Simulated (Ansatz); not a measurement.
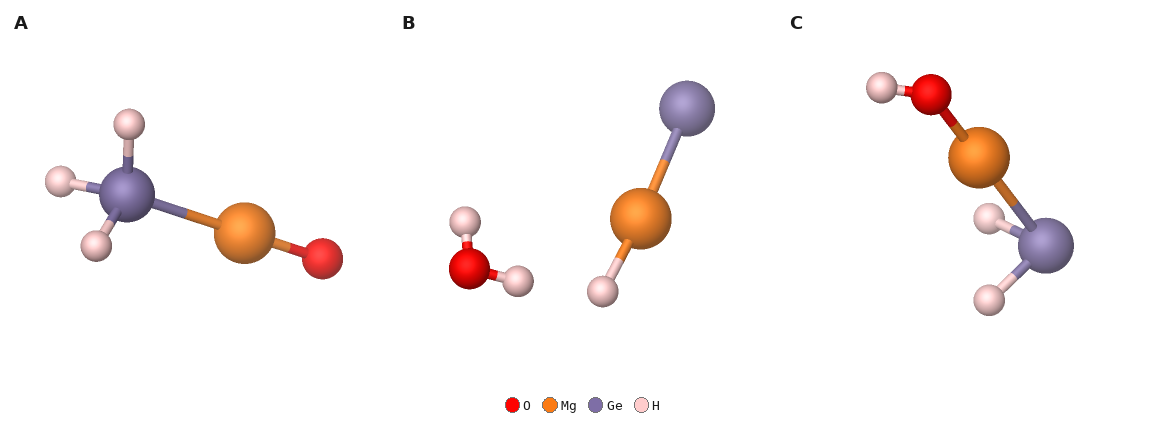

3 stationary structures of one formula. The species has charge −1 and is a spin singlet. Geometries: PBE0-D4/def2-TZVPD. Electronic energies: RHF-CCSD(T) (frozen core)/def2-TZVPPD (Ansatz 0.2.0), without zero-point energy. No frequency run is at hand to confirm each as a minimum.

Rank them by energy, lowest first.

Answer. C is lowest; A lies 32.3 kcal/mol above it, B lies 65.8 kcal/mol above it (Cs).
